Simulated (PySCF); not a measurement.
Molecule: Pt(Cl)6, Cl₆Pt (anion, charge -2), SMILES [Cl][Pt-2]([Cl])([Cl])([Cl])([Cl])[Cl], singlet. Atoms near the plane z = 0.0 Å, at the B3LYP/def2-SVP optimised geometry (x, y, z in Å): Pt1 (0.0, 0.0, 0.0), Cl2 (0.0, -2.1, -1.1), Cl3 (2.4, 0.0, 0.0), Cl4 (-2.4, 0.0, 0.0), Cl5 (0.0, 2.1, 1.1).

Level of theory: B3LYP/def2-TZVPD, def2 effective core potentials past Kr (PySCF 2.14.0). The core electrons that the potentials of Pt replace are not part of the density. Cells within 0.4 Å of a nucleus heavier than hydrogen are left out (blank, or x). The values are rescaled to run from 0 to 1.

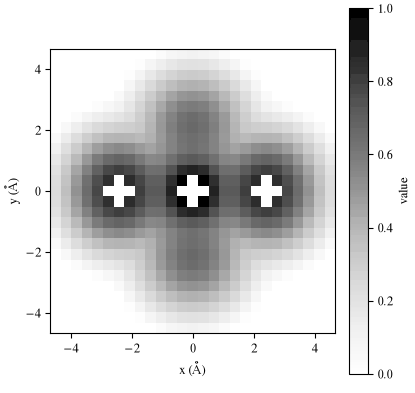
*a field on the plane z = 0.0 Å.*

Task: Which quantity is mapped?
(A) log10 of the electron density
(B) an orbital amplitude
(C) Laplacian of the electron density
(D) electron localisation function

Result: A, log10 of the electron density. In full: log10 of the electron density (e/bohr³), floored at −4.
